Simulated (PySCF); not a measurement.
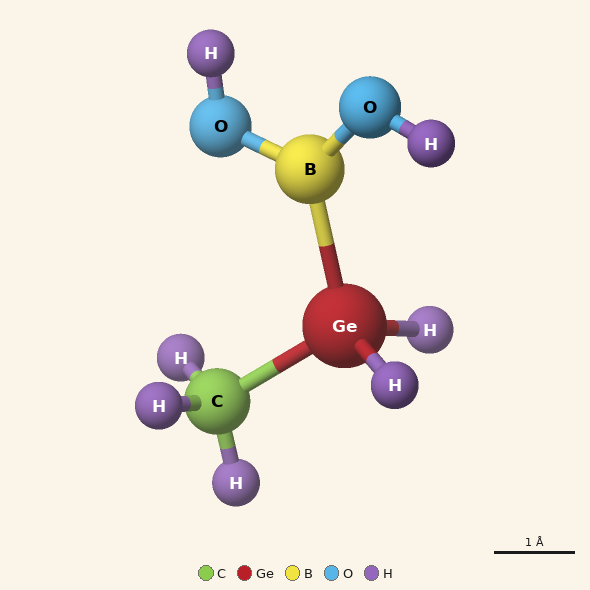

A ball-and-stick model of a molecule. Every bond is drawn as one stick, whatever its order.

The computed structure is the end point of a PBE0-D3(BJ)/def2-SVP optimisation. No frequency run is at hand to confirm it as a minimum.

Question: Which formula does it have?

Answer: CH₇BGeO₂, 12 atoms: 1 carbon, 7 hydrogen, 1 boron, 1 germanium and 2 oxygen.

Question: Count the bonded pairs by element.

Answer: 3 C–H, 2 B–O, 2 Ge–H, 2 O–H, 1 C–Ge, 1 B–Ge.

Question: What is its SMILES?

Answer: [CH3][GeH2][B](O)O

Question: What is the point group of this geometry?

Answer: C1.

The parts below concern this one geometry. Atoms keep their numbers from picture to picture.

**Excitation**

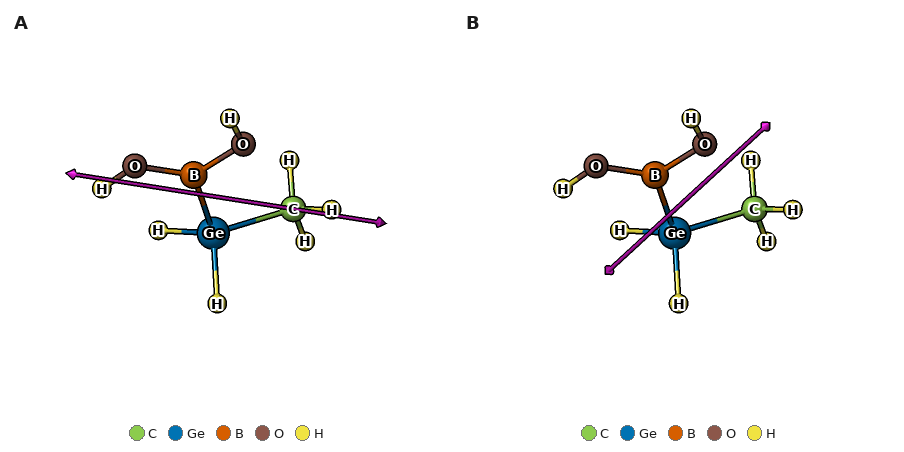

The double arrows show the directions of two transition dipoles from the ground state (lengths mean nothing). No frequency run is at hand to confirm it as a minimum. Method: TDDFT PBE0/def2-TZVPD, vertical, gas phase, core orbitals frozen in the response (PySCF 2.14.0).

Question: One belongs to singlet state 3 and one to singlet state 4. Which is which?

Answer: A: state 4, 7.47 eV (166 nm), oscillator strength 0.036, mainly HOMO−1 → LUMO+1 (weight 0.81).
B: state 3, 7.05 eV (176 nm), oscillator strength 0.036, mainly HOMO → LUMO+2 (weight 0.86).

**Core levels**

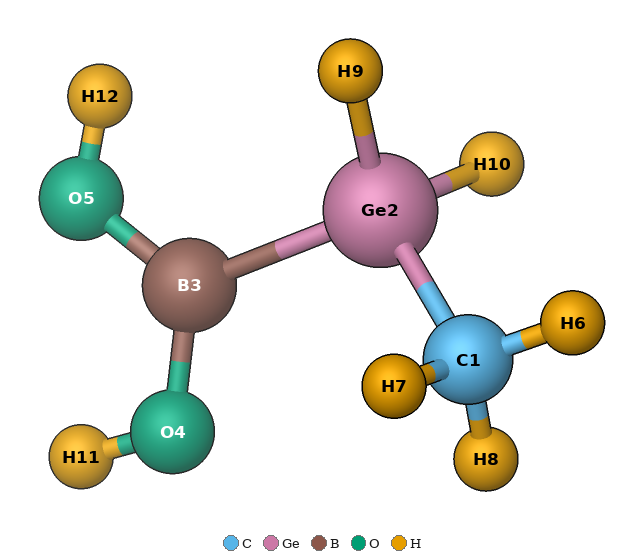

No frequency run is at hand to confirm it as a minimum. Method: delta-SCF UKS B3LYP, pcX-2 on the ionised atom, pcseg-1 elsewhere, spin-free X2C (PySCF 2.14.0).

Give the core-electron binding energies (to vacuum) of C1 1s, B3 1s, O4 1s.

| atom | level | binding energy (eV) |
| --- | --- | --- |
| C1 | 1s | 290.1 |
| B3 | 1s | 197.5 |
| O4 | 1s | 538.9 |

**Polarisability**

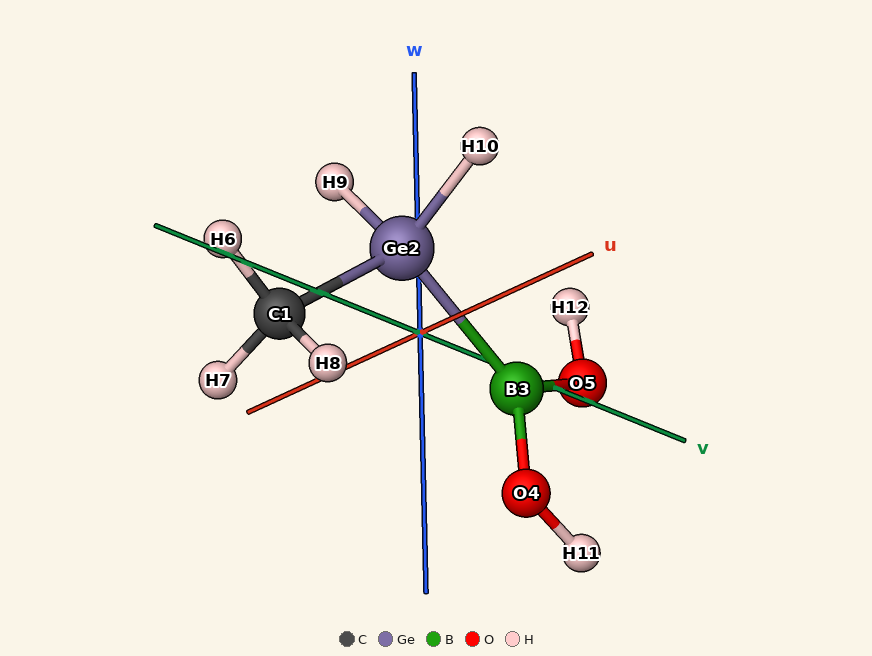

The lines u, v and w are the principal axes of the static dipole polarisability. No frequency run is at hand to confirm it as a minimum. Method: PBE0/aug-cc-pVDZ (PySCF 2.14.0).

Question: Along which axis is the molecule most polarisable, and along which least?

Answer: Most along v (close to the long direction C1···O5), least along u.

Question: Give the three principal values.

Answer: u 58.2, v 78.6, w 71.7 bohr³; mean 69.5, anisotropy 18.0 bohr³.
